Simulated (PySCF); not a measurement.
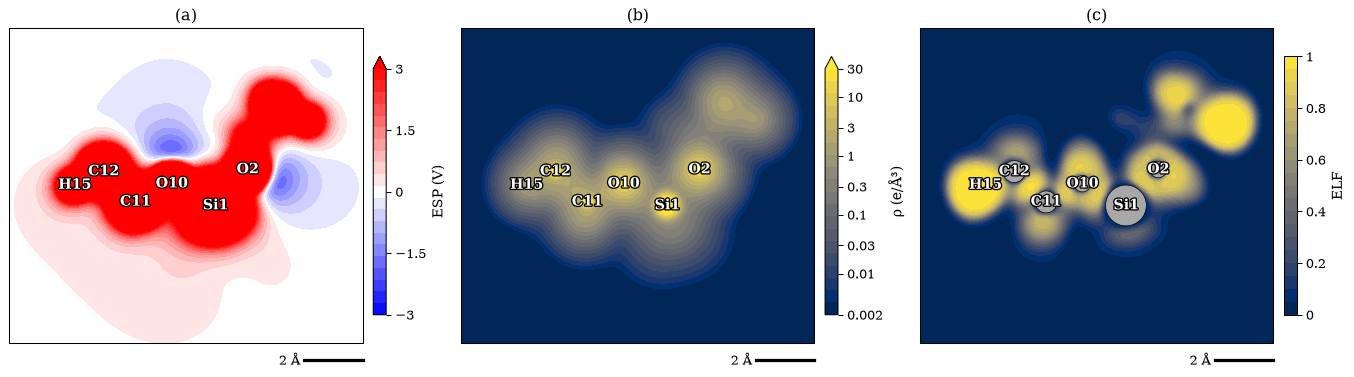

Figure 1: C$_{6}$H$_{16}$O$_{2}$Si. (a) electrostatic potential; (b) total electron density; (c) ELF on the plane of atoms O2, Si1 and O10. Grey discs cover the atomic cores in the ELF map.

Geometry: PBE0-D3(BJ)/def2-SVP.

All numbers below come from PBE0/def2-SVPD, SCF density, gas phase in PySCF.

Input

```
{"job": {"kind": "uv", "xc": "PBE0", "basis": "def2-SVPD", "ip": false, "nstates": 10}, "charge": 0, "multiplicity": 1}
Si    -0.869527    -0.161387    -0.103616
O     -0.558030    -0.298965     1.519410
C      0.336102     0.515047     2.238451
C      0.558125    -0.072100     3.612837
H      1.297271     0.595692     1.697870
H     -0.069717     1.541933     2.329334
H      1.246531     0.554504     4.200192
H     -0.395203    -0.149111     4.156878
H      0.987015    -1.082044     3.532986
O      0.619610    -0.279318    -0.852692
C      0.889039    -0.072260    -2.212557
C      2.371008    -0.229888    -2.464151
H      0.325752    -0.795189    -2.835984
H      0.560477     0.938026    -2.528265
H      2.610098    -0.070901    -3.526611
H      2.939510     0.496852    -1.864566
H      2.702048    -1.238847    -2.176574
C     -1.640604     1.494414    -0.509104
H     -1.889375     1.576954    -1.579115
H     -0.958593     2.322363    -0.259332
H     -2.571616     1.636542     0.061753
C     -1.976048    -1.588347    -0.549160
H     -1.480106    -2.542039    -0.313607
H     -2.225295    -1.584686    -1.621873
H     -2.918434    -1.543504     0.018105
```

Launched as:

```sh
OMP_NUM_THREADS=2 python probes_run.py task.json out
```

**What does the map show?**

- The section cuts through Si, O, C and H sites.
- C–O (1.40 Å): ρ at the midpoint is about 2.1 e/Å³, with its minimum of 1.7 e/Å³ about 0.5 Å from C; the ELF peaks at about 0.90 between the atoms; a shared but strongly polarised pair.
- C–C (1.51 Å): ρ is about 1.7 e/Å³ halfway; the ELF peaks at about 0.95 between the atoms; localised, covalent bonding.
- Si–O (1.66 Å): ρ is about 1.1 e/Å³ halfway; the ELF peaks at about 0.90 between the atoms; a shared but strongly polarised pair.
- C–H (1.10 Å): ρ at the midpoint is about 1.9 e/Å³; the ELF climbs to about 1 towards the hydrogen, as it does in any bond to H (an ordinary covalent bond to hydrogen).
- The ELF also peaks beside O2 and O10, away from the bonds: lone-pair regions.
- Outside the dense part of the molecule the potential is most negative (−1.8 V) near O10.
